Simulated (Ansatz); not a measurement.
```xyz
7

B     0.0807   -0.2365    0.0001
H    -0.0736    0.0142    1.1664
O     1.3689   -0.2749   -0.4790
H     1.3626   -0.5025   -1.4335
O    -0.9824   -0.4983   -0.8499
H    -1.8245   -0.4474   -0.3616
H    -0.1415    0.1468    3.0310
```

These are results of UKS revPBE/6-31G* in Ansatz 0.2.0, not measurements.

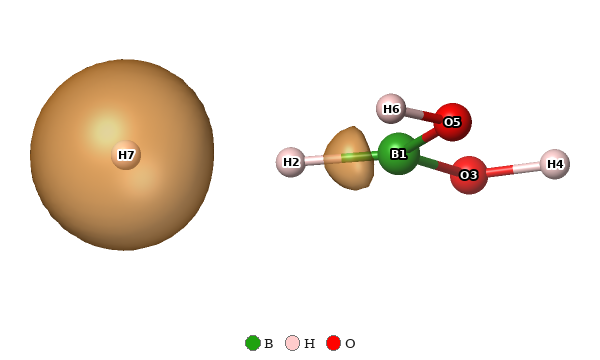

BH₃O₂···H (doublet). Isosurfaces of the spin density (α minus β) at +0.04 (orange) and −0.04 e/Å³ (purple), seen from one side.

> Where is the unpaired spin?

The unpaired spin (1 electron) lies mostly on H7 (about 0.9), in electrons by Hirshfeld's partition. Only one sign reaches the isovalue.
